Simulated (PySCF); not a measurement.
# C₄H₈FN: electronic excitations at several levels of theory, part 2 of 2

PySCF 2.14.0. Atoms count from 0. The steps go on from the part before.

### 6 TDDFT and polarisability: PBE0/6-31G*

What the job is given:

```
{"job": {"kind": "uv", "xc": "PBE0", "basis": "6-31G*"}, "charge": 0, "multiplicity": 1}
C      2.549984     0.327265    -0.007186
N      1.222376     0.113917    -0.507703
C      0.318967    -0.231856     0.306498
C     -1.090012    -0.478788    -0.130484
C     -2.095792     0.366725     0.622692
F     -2.061412     0.060171     1.963761
H      3.250663    -0.349047    -0.524305
H      2.874165     1.351775    -0.253384
H      2.653799     0.175473     1.086354
H      0.522597    -0.360108     1.391395
H     -1.342949    -1.540746     0.038584
H     -1.162339    -0.279887    -1.210675
H     -1.869965     1.441238     0.506598
H     -3.116814     0.184031     0.246600
```

Level: TDDFT PBE0/6-31G*, vertical, gas phase, core orbitals frozen in the response.

The log of the run:

```text
coarse grid: 11456 points
cycle   1  E = -311.4269033639  dE =  5.538e-01  |g| = 5.391e-01  |ddm| = 3.306e+00
cycle   2  E = -311.3779155886  dE =  4.899e-02  |g| = 7.602e-01  |ddm| = 1.101e+00
cycle   3  E = -311.4826691531  dE = -1.048e-01  |g| = 1.117e-01  |ddm| = 6.679e-01
cycle   4  E = -311.4851586978  dE = -2.490e-03  |g| = 4.585e-02  |ddm| = 1.187e-01
cycle   5  E = -311.4855861731  dE = -4.275e-04  |g| = 1.192e-02  |ddm| = 4.308e-02
cycle   6  E = -311.4856167804  dE = -3.061e-05  |g| = 2.521e-03  |ddm| = 1.239e-02
cycle   7  E = -311.4856181559  dE = -1.375e-06  |g| = 3.991e-04  |ddm| = 2.378e-03
final grid: 110408 points
cycle   8  E = -311.4474597917  dE = -2.274e-05  |g| = 8.347e-03  |ddm| = 1.907e-02
cycle   9  E = -311.4474536791  dE =  6.113e-06  |g| = 1.038e-02  |ddm| = 1.654e-02
cycle  10  E = -311.4474762314  dE = -2.255e-05  |g| = 1.144e-03  |ddm| = 8.567e-03
cycle  11  E = -311.4474764893  dE = -2.578e-07  |g| = 2.351e-04  |ddm| = 1.051e-03
cycle  12  E = -311.4474764968  dE = -7.500e-09  |g| = 1.420e-04  |ddm| = 2.777e-04
cycle  13  E = -311.4474765011  dE = -4.317e-09  |g| = 1.988e-05  |ddm| = 1.268e-04
cycle  14  E = -311.4474765012  dE = -8.845e-11  |g| = 3.937e-06  |ddm| = 2.186e-05
converged SCF energy = -311.4474765012

Static polarisability (au): isotropic 51.336, principal 38.859 45.384 69.763

Singlet excitations
state   eV       nm        f      main configurations
  1   5.2239    237.3   0.00281   H->L 0.99
  2   7.8053    158.8   0.39907   H-1->L 0.88
  3   8.1301    152.5   0.00420   H-2->L 0.87
  4   8.6088    144.0   0.03901   H-3->L 0.86
  5   8.9356    138.8   0.00347   H-4->L 0.90
  6   9.0761    136.6   0.07572   H->L+1 0.86, H->L+2 0.10
  7   9.3596    132.5   0.02342   H->L+2 0.81, H->L+1 0.11
  8   9.5832    129.4   0.01455   H->L+3 0.96
  9   9.7043    127.8   0.00061   H-5->L 0.92
 10   9.9128    125.1   0.08625   H->L+4 0.76, H-1->L+1 0.14

Triplet excitations (Tamm-Dancoff, eV): 4.3386 4.8374 7.7676 8.2781
```

It took 10 s on 1 thread, shared host.

Key values: HOMO -7.03 eV, LUMO 0.24 eV; lowest singlet 5.22 eV.

### 7 TDDFT and polarisability: PBE0/def2-SVP

Same as in step 6 but for these lines:

```diff
@@ -1,2 +1,2 @@
-{"job": {"kind": "uv", "xc": "PBE0", "basis": "6-31G*"}, "charge": 0, "multiplicity": 1}
+{"job": {"kind": "uv", "xc": "PBE0", "basis": "def2-SVP"}, "charge": 0, "multiplicity": 1}
 C      2.549984     0.327265    -0.007186
```

With the program's defaults for keys left out, this is: TDDFT PBE0/def2-SVP, vertical, gas phase, core orbitals frozen in the response.

The log of the run:

```text
coarse grid: 11456 points
cycle   1  E = -311.1312817205  dE =  5.121e-01  |g| = 5.184e-01  |ddm| = 3.660e+00
cycle   2  E = -311.0812345201  dE =  5.005e-02  |g| = 7.421e-01  |ddm| = 1.229e+00
cycle   3  E = -311.1822589333  dE = -1.010e-01  |g| = 1.099e-01  |ddm| = 7.504e-01
cycle   4  E = -311.1845339264  dE = -2.275e-03  |g| = 5.026e-02  |ddm| = 1.243e-01
cycle   5  E = -311.1850558078  dE = -5.219e-04  |g| = 1.054e-02  |ddm| = 4.909e-02
cycle   6  E = -311.1850790991  dE = -2.329e-05  |g| = 2.924e-03  |ddm| = 1.290e-02
cycle   7  E = -311.1850810180  dE = -1.919e-06  |g| = 3.736e-04  |ddm| = 3.088e-03
final grid: 110408 points
cycle   8  E = -311.2253781021  dE = -2.471e-05  |g| = 7.527e-03  |ddm| = 2.389e-02
cycle   9  E = -311.2253732562  dE =  4.846e-06  |g| = 9.211e-03  |ddm| = 1.628e-02
cycle  10  E = -311.2253917232  dE = -1.847e-05  |g| = 1.113e-03  |ddm| = 8.736e-03
cycle  11  E = -311.2253919645  dE = -2.413e-07  |g| = 2.510e-04  |ddm| = 1.104e-03
cycle  12  E = -311.2253919743  dE = -9.836e-09  |g| = 1.350e-04  |ddm| = 3.228e-04
cycle  13  E = -311.2253919782  dE = -3.856e-09  |g| = 1.723e-05  |ddm| = 1.270e-04
cycle  14  E = -311.2253919783  dE = -6.321e-11  |g| = 3.724e-06  |ddm| = 2.216e-05
converged SCF energy = -311.2253919783

Static polarisability (au): isotropic 52.700, principal 40.589 46.594 70.918

Singlet excitations
state   eV       nm        f      main configurations
  1   5.1263    241.9   0.00216   H->L 0.99
  2   7.6936    161.2   0.37341   H-1->L 0.84
  3   8.0653    153.7   0.00560   H-2->L 0.88
  4   8.2860    149.6   0.07867   H->L+2 0.51, H->L+1 0.45
  5   8.4218    147.2   0.03121   H->L+1 0.52, H->L+2 0.36
  6   8.5763    144.6   0.03440   H-3->L 0.81
  7   8.8433    140.2   0.00600   H-4->L 0.90
  8   8.9676    138.3   0.07737   H->L+3 0.88
  9   9.1822    135.0   0.07325   H->L+4 0.85
 10   9.2483    134.1   0.01743   H-1->L+2 0.66, H-1->L+1 0.29

Triplet excitations (Tamm-Dancoff, eV): 4.2290 4.8191 7.7120 7.8285
```

Wall time 13 s (1 thread, shared host).

In short: HOMO -7.12 eV, LUMO 0.03 eV; lowest singlet 5.13 eV.

### 8 Excited states and response: PBE0/def2-TZVP

Same as in step 7 but for these lines:

```diff
@@ -1,2 +1,2 @@
-{"job": {"kind": "uv", "xc": "PBE0", "basis": "def2-SVP"}, "charge": 0, "multiplicity": 1}
+{"job": {"kind": "uv", "xc": "PBE0", "basis": "def2-TZVP"}, "charge": 0, "multiplicity": 1}
 C      2.549984     0.327265    -0.007186
```

Level: TDDFT PBE0/def2-TZVP, vertical, gas phase, core orbitals frozen in the response.

The log of the run:

```text
coarse grid: 11456 points
cycle   1  E = -311.5333438635  dE =  5.413e-01  |g| = 5.295e-01  |ddm| = 2.621e+00
cycle   2  E = -311.4771514551  dE =  5.619e-02  |g| = 7.924e-01  |ddm| = 1.367e+00
cycle   3  E = -311.5850444086  dE = -1.079e-01  |g| = 1.097e-01  |ddm| = 8.787e-01
cycle   4  E = -311.5869673690  dE = -1.923e-03  |g| = 5.855e-02  |ddm| = 1.010e-01
cycle   5  E = -311.5876533852  dE = -6.860e-04  |g| = 1.418e-02  |ddm| = 5.318e-02
cycle   6  E = -311.5876908638  dE = -3.748e-05  |g| = 3.553e-03  |ddm| = 1.516e-02
cycle   7  E = -311.5876934602  dE = -2.596e-06  |g| = 4.514e-04  |ddm| = 3.744e-03
final grid: 110408 points
cycle   8  E = -311.5787419520  dE = -6.839e-05  |g| = 7.517e-03  |ddm| = 5.763e-02
cycle   9  E = -311.5787378809  dE =  4.071e-06  |g| = 8.841e-03  |ddm| = 1.705e-02
cycle  10  E = -311.5787546792  dE = -1.680e-05  |g| = 1.333e-03  |ddm| = 8.990e-03
cycle  11  E = -311.5787549522  dE = -2.730e-07  |g| = 4.137e-04  |ddm| = 1.220e-03
cycle  12  E = -311.5787549805  dE = -2.826e-08  |g| = 1.878e-04  |ddm| = 3.659e-04
cycle  13  E = -311.5787549873  dE = -6.802e-09  |g| = 3.421e-05  |ddm| = 1.838e-04
cycle  14  E = -311.5787549875  dE = -2.326e-10  |g| = 5.010e-06  |ddm| = 3.288e-05
converged SCF energy = -311.5787549875

Static polarisability (au): isotropic 59.332, principal 46.812 53.300 77.885

Singlet excitations
state   eV       nm        f      main configurations
  1   5.1142    242.4   0.00111   H->L 0.99
  2   7.4244    167.0   0.30800   H-1->L 0.79, H->L+1 0.11
  3   7.8610    157.7   0.05363   H->L+2 0.45, H->L+1 0.37, H-1->L 0.10
  4   7.9390    156.2   0.00851   H-2->L 0.73, H->L+2 0.13
  5   7.9721    155.5   0.08247   H->L+1 0.45, H->L+2 0.37, H-2->L 0.12
  6   8.4643    146.5   0.00468   H-3->L 0.75, H->L+3 0.10, H->L+4 0.08
  7   8.5745    144.6   0.09003   H->L+3 0.73, H-3->L 0.13
  8   8.6437    143.4   0.04810   H->L+4 0.74, H->L+3 0.11
  9   8.6950    142.6   0.00356   H-1->L+2 0.41, H-1->L+1 0.36, H-4->L 0.17
 10   8.7576    141.6   0.01560   H-4->L 0.68, H-1->L+2 0.11

Triplet excitations (Tamm-Dancoff, eV): 4.2837 4.7779 7.4719 7.5792
```

Run time: 34 s. Hardware: 1 thread, shared host.

This run: HOMO -7.30 eV, LUMO -0.19 eV; lowest singlet 5.11 eV.

### 9 Run by run: electronic excitations

Excitations and ground-state properties, with basis size and wall time:

```tsv
run	lowest singlet (eV)	brightest (eV)	f	gap (eV)	α (Å³)	μ (D)	functions	time
CAM-B3LYP/def2-SVPD	5.14	7.70	0.249	9.61	8.99	0.35	187	92 s
wB97X-D/def2-SVPD	5.16	7.54	0.211	10.81	8.98	0.32	187	85 s
LC-wPBE/def2-SVPD	5.22	7.85	0.317	12.15	8.74	0.30	187	1.7 min
PBE0/6-31G*	5.22	7.81	0.399	7.27	7.61	0.23	100	10 s
PBE0/def2-SVP	5.13	7.69	0.373	7.15	7.81	0.32	124	13 s
PBE0/def2-TZVP	5.11	7.42	0.308	7.11	8.79	0.32	234	34 s
```

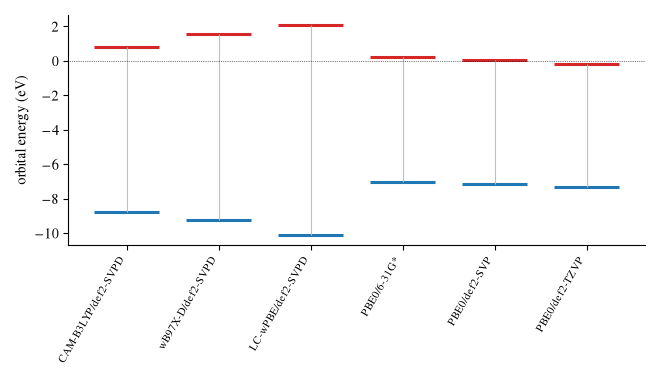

HOMO (blue) and LUMO (red) run by run.

### 10 Summary of results

The summary covers parts 1 to 2.

```
                                quantity                        value
                             point group                           C1
    rotational constants (main isotopes)         9.79, 1.55, 1.42 GHz
    lowest singlet (CAM-B3LYP/def2-SVPD)  5.14 eV (241 nm), f = 0.001
brightest single state of those computed  state 3, 7.70 eV, f = 0.249
                          lowest triplet                      4.34 eV
       vertical ionisation energy (ΔSCF)                      9.59 eV
             range of the lowest singlet              5.11 to 5.22 eV
```

Single values in the summary come from the first run of each kind that ended normally (CAM-B3LYP/def2-SVPD), which need not be the best level. The optimisation took 5 steps and gained 0.050 eV; among the close pairs (by a distance rule), C0–H6 changed most, from 1.091 to 1.103 Å. The lowest singlet, at 5.14 eV, is HOMO→LUMO 0.89 and is dark; of the 10 states computed, the strongest absorption comes from state 3 at 7.70 eV. The lowest triplet lies 0.81 eV below the lowest singlet (triplets in Tamm-Dancoff, singlets in full TDDFT). The orbital energy would give 8.77 eV for ionisation, ΔSCF gives 9.59 eV. The lowest singlet runs from 5.11 eV (PBE0/def2-TZVP) to 5.22 eV (LC-wPBE/def2-SVPD), while the orbital gap spans 7.11 to 12.15 eV. The lowest state need not be the same one in every run.
